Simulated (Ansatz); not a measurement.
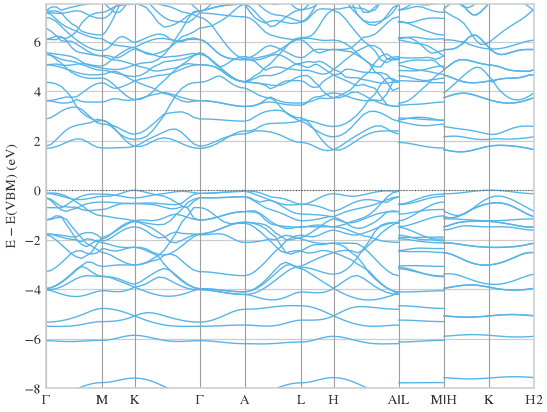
Figure. Band structure from r²SCAN (plane waves, PAW; program Ansatz)

The gap is 1.51 eV; an edge lies off the plotted path or next to a special point (maximum on the K–H2 line, 4 % of the way from K, minimum off the standard path).

The material is AlSiTe₃ in space group P-31m (No. 162; Al on 2d, Si on 2e, Te on 6k).

The first step of the workflow began from a Materials Project structure, measured or hypothetical; the Crystallography Open Database copy checked does not list it. Whether it is the stable phase at ambient conditions was not checked. The cell was relaxed with r²SCAN under the symmetry of its start; its stability against distortions is not shown here. A crystal of weakly bound layers computed without a dispersion correction: the cell and the soft elastic constants depend strongly on that. Spin–orbit coupling is left out wherever it is not named.

Potentials: the earlier of the program's two PAW sets.
